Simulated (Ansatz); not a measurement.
| atom | x (Å) | y (Å) | z (Å) |
| --- | --- | --- | --- |
| Si | -1.4490 | 0.6965 | -0.8082 |
| N | -1.0644 | 0.0278 | -2.5768 |
| N | -1.3794 | 1.1235 | 1.0963 |
| H | -0.0895 | -0.3483 | -1.7079 |
| O | 0.0164 | -0.1307 | -0.5662 |
| Zn | 0.3419 | 0.1449 | 1.3619 |
| O | 1.6034 | -0.3155 | 2.5432 |
| Zn | 2.9830 | -1.3597 | 2.2841 |
| O | 4.3769 | -2.4542 | 2.2083 |
| H | -2.7565 | -0.0075 | -0.6788 |
| H | -1.4608 | 2.1330 | -1.2063 |
| H | -1.6676 | -0.6854 | -2.9634 |
| H | -0.8342 | 0.6922 | -3.3033 |
| H | -2.1627 | 0.7603 | 1.6276 |
| H | -1.3400 | 2.1171 | 1.2936 |
| H | 4.8825 | -2.3940 | 1.3959 |

A transition-state structure; geometry: PBE0-D4/def2-TZVP.

The calculation used RKS PBE0-D4/def2-TZVPP (Ansatz).

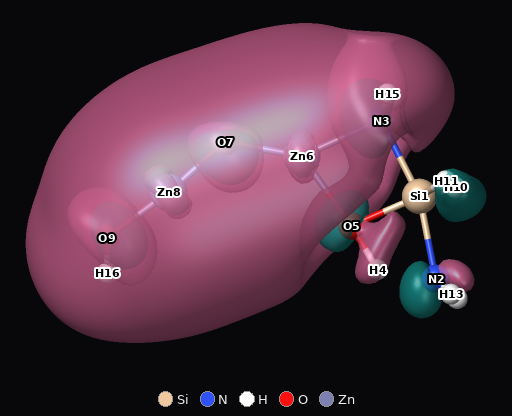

H$_{8}$N$_{2}$O$_{3}$SiZn$_{2}$. The LUMO at ±0.03 Å⁻³ᐟ² (teal and pink are the two phases), seen across its widest extent.

### Where does this orbital lie, and at what energy?

It lies mainly on Zn8 (about 40 %), Zn6 (about 25 %), O7 (about 10 %) and O9 (about 10 %). Its energy is −0.90 eV.
